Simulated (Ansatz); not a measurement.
A van 't Hoff estimate for C3H7Br + GaH2(NH2) ⇌ C3H9N + GaH2Br

Species: C3H7Br (2-bromopropane) `CC(C)Br`, singlet; GaH2(NH2), singlet; C3H9N `CC(C)N`, singlet; GaH2Br `[GaH2][Br]`, singlet. The partners trade Br for NH2: C–Br and Ga–NH2 bonds give way to C–NH2 and Ga–Br.

The electronic reaction energy at CCSD(T)/def2-TZVPP is -59.2 kJ/mol. Shapes: PBE0-D4/def2-TZVP. Flexible molecules stand in one conformer, not always the lowest. Programs: Ansatz 0.2.0. Enthalpy and entropy come from rigid-rotor, harmonic-oscillator sums on unscaled PBE0-D4/def2-TZVP wavenumbers, ideal gases at 1 bar. Symmetry numbers: C3H7Br 1, GaH2(NH2) 2, C3H9N 1, GaH2Br 2. R = 8.3145 J/(mol K).

```
T (K)  ΔH (kJ/mol)  ΔS (J/(mol K))
  800        -57.5            -8.4
 1100        -58.3            -9.3
 1400            ?               ?
```

Task: Work out ln K at 800 and 1100 K, and from these estimate it at 1400 K.

Result: 
1. 800 K: ΔG = -57.5 − 800 × (-8.4)/1000 = -50.8 kJ/mol; ln K = −ΔG/RT = +7.64.
2. 1100 K: ΔG = -58.3 − 1100 × (-9.3)/1000 = -48.1 kJ/mol; ln K = −ΔG/RT = +5.26.
3. Slope against 1000/T: (+5.26 − (+7.64))/(0.9091 − 1.2500) = +6.98, that is −ΔH/R with ΔH near -58 kJ/mol.
4. 1400 K: ln K = +7.64 + (+6.98) × (0.7143 − 1.2500) = +3.90.

The full sums give ΔH = -58.7 kJ/mol, ΔS = -9.6 J/(mol K), ΔG = -45.3 kJ/mol and ln K = +3.89 at 1400 K, so the line is off by +0.01 in ln K; without rounding the miss is +0.01, from the change of ΔH with temperature. The products are favoured over this whole range. An error of 10 kJ/mol in the energy moves ln K by 0.9 at 1400 K. Soft modes are treated as harmonic, which can err either way at these temperatures; the lowest are those of C3H7Br (245 cm⁻¹), C3H9N (220 cm⁻¹). Other conformers aren't counted. Relativity is left out for Br, Ga. Outer-core shells of Br, Ga are correlated, in sets that cover them unevenly.

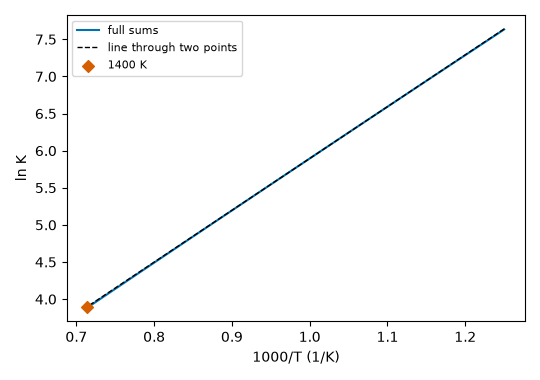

The van 't Hoff plot.
